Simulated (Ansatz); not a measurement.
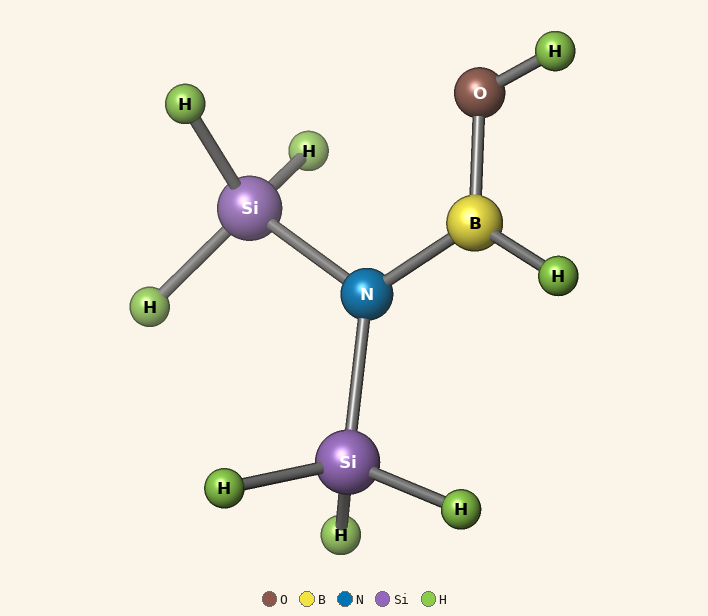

Orthographic view. Depth is shown by fading: the farther an atom, the more it takes the colour of the background. The geometry was computed by an optimisation with PBE-D4/def2-SVP. No frequency run is at hand to confirm it as a minimum.

**Write the InChI string.**

InChI=1S/BH8NOSi2/c3-1-2(4)5/h1,3H,4-5H3
